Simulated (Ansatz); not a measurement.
# Series on amorphous 43Bi2O3-57BaO (mol %), by density

How do energy, pressure, forces, levels, charges and cost follow the density?

Computed with Ansatz 0.2.0: Kohn-Sham DFT, LDA, PAW (set soft_2). Every run is a single point, with the atoms held where the recipe put them (cutoff of the plane-wave runs 420 eV, fermi-dirac smearing of 0.05 eV).

First member: 99 atoms (26 Gd, 17 Ba, 56 O) placed at random at 6.38 g/cm³, melted at 5000 K for 10 ps at fixed volume with the Morse and Coulomb pair potential with partial charges (Pedone, Malavasi, Menziani, Cormack and Segre, J. Phys. Chem. B 110, 11780 (2006)). Quenched from 5000 K to 300 K at 50 K/ps and fixed volume, held 5 ps, then minimised at fixed cell. Then Gd was replaced by Bi and the cell scaled by 1.02 (the potential has no terms for the new elements, so the cell is a start for a DFT relaxation).

Last member: 99 atoms (26 Gd, 17 Ba, 56 O) placed at random at 8.51 g/cm³, melted at 5000 K for 10 ps at fixed volume with the Morse and Coulomb pair potential with partial charges (Pedone, Malavasi, Menziani, Cormack and Segre, J. Phys. Chem. B 110, 11780 (2006)). Quenched from 5000 K to 300 K at 50 K/ps and fixed volume, held 5 ps, then minimised at fixed cell. Then Gd was replaced by Bi and the cell scaled by 1.02 (the potential has no terms for the new elements, so the cell is a start for a DFT relaxation).

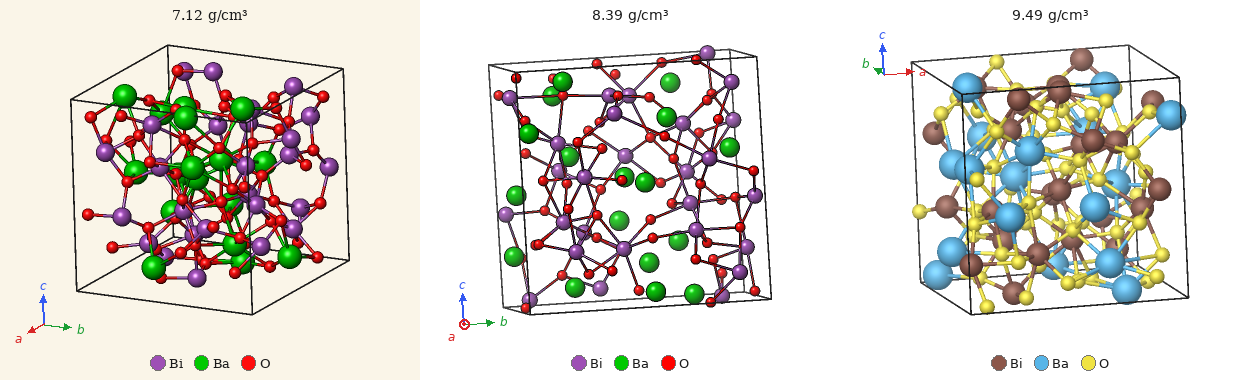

Three members of the series, labelled by density. Some periodic images of atoms are drawn too.

The members:

```
density (g/cm³)  reduced formula  atoms  valence electrons  k-mesh        basis  density (g/cm³)
           7.12      Ba17Bi26O56     99                896   1×1×1  plane waves             7.12
          7.515      Ba17Bi26O56     99                896   1×1×1  plane waves             7.51
          7.911      Ba17Bi26O56     99                896   1×1×1  plane waves             7.91
          8.386      Ba17Bi26O56     99                896   1×1×1  plane waves             8.39
           8.86      Ba17Bi26O56     99                896   1×1×1  plane waves             8.86
          9.493      Ba17Bi26O56     99                896   1×1×1  plane waves             9.49
```

Each cell is one sample from a classical run, so sample-to-sample scatter enters every column.

The input of the first member, without its atom lines; other members have their own cell and atoms, and may differ in mesh, basis and outputs:

```yaml
crystal:
  lattice:
    - [12.64229, 0.0, 0.0]
    - [0.0, 12.64229, 0.0]
    - [0.0, 0.0, 12.64229]
  atoms:
    [... 99 lines ...]
kpoints:
  mp_grid: { grid: [1, 1, 1] }
hamiltonian:
  xc: lda
scf:
  occupations: { method: fermi_dirac, width: 0.05 }
output:
  forces: true
  stress: true
  populations: intrinsic
  dos:
    method: { smearing: { sigma: 0.15 } }
    de: 0.1
    projected: { site_lists: { Ba: [Ba], Bi: [Bi], O: [O] } }
  eigenvalues: true
  write_density: true
  write_potential: true
  volumetric_format: npy
```

Q: What do these runs give, and what do they cost?

Results; charges are mean intrinsic-atomic-orbital charges in e:

```
density (g/cm³)  energy less the first member's (meV/atom)  pressure (GPa)  r.m.s. force (eV/Å)  gap (eV)  q(Ba)   q(O)  q(Bi)
           7.12                                        0.0           -6.57                0.411                1.45  +1.72  -1.09  +1.22
          7.515                                       -8.0           -5.94                0.464                1.37  +1.73  -1.09  +1.22
          7.911                                      -39.4           -3.96                0.455                1.38  +1.73  -1.09  +1.22
          8.386                                      -44.4          -0.906                0.461                1.23  +1.75  -1.09  +1.22
           8.86                                      -22.0            3.45                0.579                1.25  +1.76  -1.10  +1.22
          9.493                                       10.5            9.98                0.596                1.06  +1.79  -1.10  +1.21
```

The gap is that between the highest filled and lowest empty Kohn-Sham level on the run's k-points; tail or defect levels can set it. Atoms aren't relaxed at this level, so pressure against density here is no equation of state.

Bonds in each cell, which the recipe sets and DFT didn't move; cutoffs follow each cell's own g(r) within set bounds (mean length in Å, and neighbours of the second kind about the first):

```
density (g/cm³)  Bi-O length  Bi-O count  Ba-O length  Ba-O count
           7.12        2.378        5.46        2.970        6.76
          7.515        2.392        5.69        3.001        7.29
          7.911        2.371        5.58        2.932        7.18
          8.386        2.378        5.92        2.941        8.06
           8.86        2.363        6.00        2.884        7.94
          9.493        2.355        6.23        2.788        7.71
```

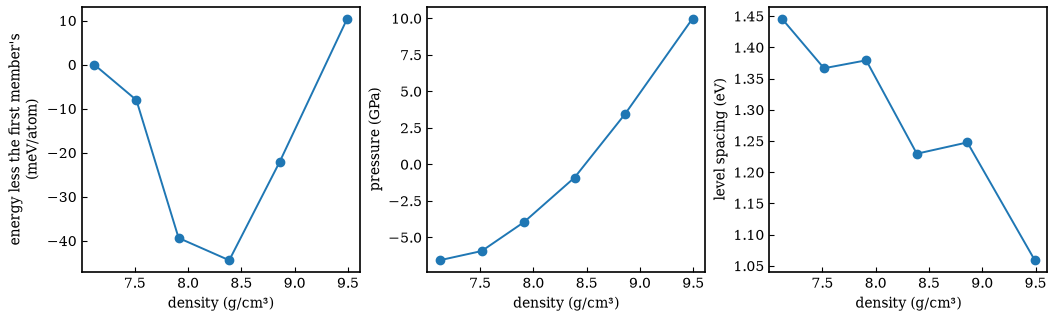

Results against density.

Cost on 8 threads of Intel Xeon Platinum 8488C (Sapphire Rapids), shared host:

```
density (g/cm³)  atoms        basis  k-mesh  SCF cycles  time  host memory (GiB)
           7.12     99  plane waves   1×1×1          13  17 s                3.0
          7.515     99  plane waves   1×1×1          12  15 s                2.9
          7.911     99  plane waves   1×1×1          12  16 s                2.8
          8.386     99  plane waves   1×1×1          12  15 s                2.6
           8.86     99  plane waves   1×1×1           8  11 s                2.5
          9.493     99  plane waves   1×1×1           8  11 s                2.4
```

Times include the outputs that each run asked for, on hosts shared with other jobs.

What the series shows: The energy against the first member is lowest at 8.39 g/cm³ (-44.4 meV/atom) and highest at 9.49 g/cm³ (10.5 meV/atom), with no steady trend; each member is a single configuration. The gap is lowest at 9.49 g/cm³ (1.06 eV) and highest at 7.12 g/cm³ (1.45 eV), falling overall but not at every step; in single samples it varies with the configuration. In the cells as made, the count of O about Bi is lowest at 7.12 g/cm³ (5.46) and highest at 9.49 g/cm³ (6.23), rising overall but not at every step. The mean charge on Ba goes from +1.72 e at 7.12 to +1.79 e at 9.49 g/cm³. The pressure goes steadily from -6.6 GPa at 7.12 to 10 GPa at 9.49 g/cm³. The r.m.s. force goes from 0.41 eV/Å at 7.12 to 0.6 eV/Å at 9.49 g/cm³.

**Limits.** The levels lack spin–orbit coupling, which is large for the heavy elements here. The quench rate of 50 K/ps is many orders above laboratory rates, so the cell is likely richer in defects and strain than a real sample. The network of bonds at the start is that of the classical potential that made the cell, and needn't be the one that DFT or experiment would give. The cells aren't relaxed by DFT, which could reorder their energies. The cells were made for other elements and scaled, so their density isn't DFT's own.

[Logs are printed without paths, hosts, clocks, repeated set-up lines and the standing remarks that a program may print on its own settings, such as how far it seeks lower states.]

[Hosts, paths, dates, database ids (printed as entryN), source tags and the programs' standing remarks are cut or masked in the printed files.]
